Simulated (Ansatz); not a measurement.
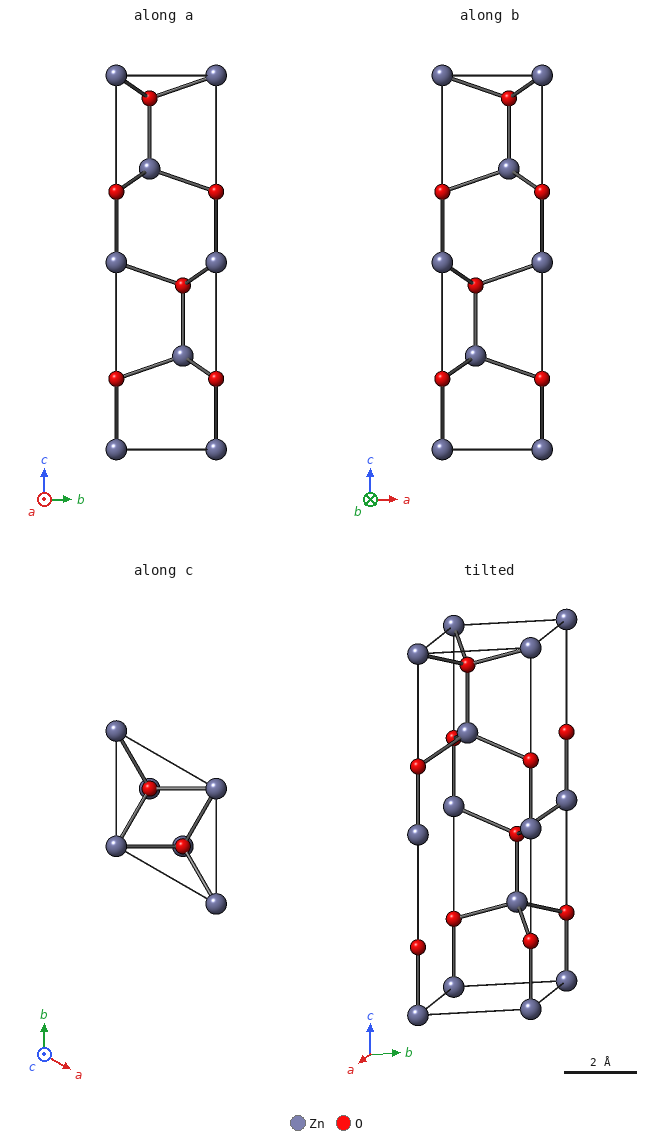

This ball-and-stick model is shown along the a axis, along the b axis, along the c axis and slightly off an axis. The parallelepiped is the conventional unit cell.

Lattice parameters: a = 3.226 Å, b = 3.226 Å, c = 10.473 Å, α = 90.00°, β = 90.00°, γ = 120.00°. Put a along x and b in the xy plane.

> Reconstruct the structure as a POSCAR file, with free fractional coordinates to two decimals.

```
Zn O
1.0
     3.226    0.000    0.000
    -1.613    2.794    0.000
     0.000    0.000   10.473
Zn O
4 4
Direct
  0.00 0.00 0.00
  0.3333 0.6667 0.25
  0.00 0.00 0.50
  0.6667 0.3333 0.75
  0.00 0.00 0.19
  0.3333 0.6667 0.44
  0.00 0.00 0.69
  0.6667 0.3333 0.94
```

Its origin is a structure type filled with these elements by a generator (whether the compound takes this form wasn't checked). What is shown is the relaxed result from DFT, r2SCAN, plane waves, PAW in Ansatz 0.2.0.
